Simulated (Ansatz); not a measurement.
**LaN (P6_3mc): scan of one input key**

A script is to give a scan of one input key; the system is LaN (P6_3mc).

Computed with Ansatz 0.2.0, driven from Python. Level of theory: DFT mr2scan, plane waves, PAW.

## (1) The structure

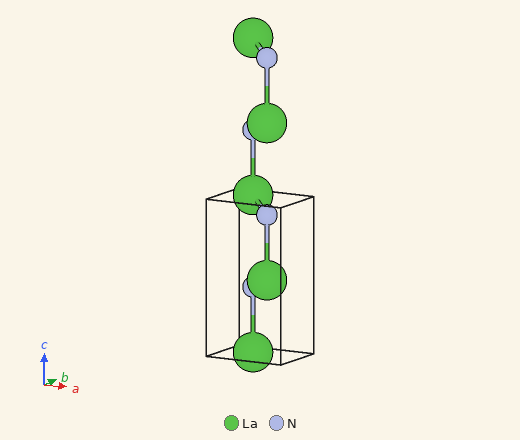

The structure that the script starts from, seen slightly off an axis (lanthanum green, nitrogen light blue). 1×1×2 cells are drawn. Atoms on cell faces are repeated.

The script holds or builds the structure itself.

## (2) The script

Input file run_edit.py:

```python
import logging
import sys

import ansatz as az

logging.basicConfig(stream=sys.stdout, format="[%(levelname)s] %(message)s")
logger = logging.getLogger("calc")
logger.setLevel(logging.INFO)


def main() -> None:
    crystal = (
        az.Lattice.of([4.136223, 0.0, 0.0], [-2.068111, 3.582074, 0.0], [0.0, 0.0, 5.922593])
        .atom("La", [1 / 3, 2 / 3, 0.997548])
        .atom("La", [2 / 3, 1 / 3, 0.497548])
        .atom("N", [1 / 3, 2 / 3, 0.412452])
        .atom("N", [2 / 3, 1 / 3, 0.912452])
    )

    model = (
        crystal.calculation()
        .kpoints(spacing=0.32)
        .functional("mr2scan")
        .basis(380)
        .occupations("Fixed")
        .band_table()
    )
    typed = model.input()
    rows = []
    for value in [1, 2, 3]:
        edited = typed.set(az.key.basis.xc_grid, value)
        summary = az.Session.from_dict(edited).plan().execute().report
        rows.append((value, summary["free_energy_ev"], summary["n_iterations"], len(summary["eigenvalues_ev"][0]) if "eigenvalues_ev" in summary else 0))
    logger.info("       xc grid            F eV      iterations    bands listed")
    for row in rows:
        logger.info(f"{str(row[0]):>14s}  {row[1]:14.5f}  {row[2]:14d}  {row[3]:14d}")
    print(edited.to_yaml())


if __name__ == "__main__":
    main()
```

## (3) Launch

Started as:

```
> python run_edit.py
```

The program printed:

```text
DeckWarning: basis.ecutwfc = 380 eV is below the records' recommended 500 eV, and the density's cutoff is lower with it unless basis.ecutrho_ratio is high enough to keep the records' density cutoff: compare with a run at a higher cutoff
[INFO]        xc grid            F eV      iterations    bands listed
[INFO]              1    -13304.95366               7              20
[INFO]              2    -13304.95276               7              20
[INFO]              3    -13304.95258               7              20
crystal:
  lattice:
    - [4.136223, 0.0, 0.0]
    - [-2.068111, 3.582074, 0.0]
    - [0.0, 0.0, 5.922593]
  atoms:
    - { symbol: La, position: [0.3333333333333333, 0.6666666666666666, 0.997548] }
    - { symbol: La, position: [0.6666666666666666, 0.3333333333333333, 0.497548] }
    - { symbol: "N", position: [0.3333333333333333, 0.6666666666666666, 0.412452] }
    - { symbol: "N", position: [0.6666666666666666, 0.3333333333333333, 0.912452] }
basis:
  ecutwfc: 380.0
  xc_grid: 3
kpoints:
  mp_grid:
    kspacing: 0.32
hamiltonian:
  xc: mr2scan
scf:
  occupations:
    method: fixed
output:
  eigenvalues: true
```

(Warnings from the package without file and line, repeats left out.)

Wall time 14 s (1 thread of Intel Xeon Platinum 8488C (Sapphire Rapids), shared host); peak memory 0.42 GiB.

Lines on the test bed's own set-up are left out of the output.

## (4) What each run gave

One row for each of the 3 runs:

```csv
run,basis.xc_grid,energy from run 3 (meV/atom),gap on the mesh (eV),SCF cycles,CPU time (s)
1,1,-0.27,1.42,7,4.2
2,2,-0.04,1.43,7,3.8
3,3,0.00,1.43,7,4.5
```

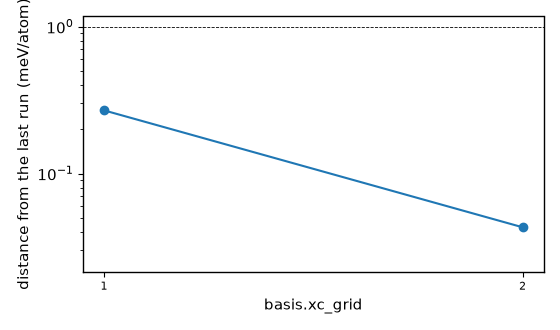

How far each run lies from the last one; the dashed line marks 1 meV/atom.

## (5) Outcome

| quantity | value |
| --- | --- |
| runs compared | 3 |
| last run but one, from the last | -0.04 meV/atom |
| within 5 meV/atom of the last run from | 1 |

**Reading.** Runs 1, 2, 3: each has a cutoff under the recommended one, so what rests on them isn't a property of the system. From basis.xc_grid 1 on, the energy stays within 1 meV/atom of the last run. What to keep in mind:
- The cutoff lies under the one recommended for these potentials.
- Semilocal functionals put the empty 4f levels of La too low, which can move the conduction edge.
- The structure comes from a database of computed cells and needn't be a stable or known phase.
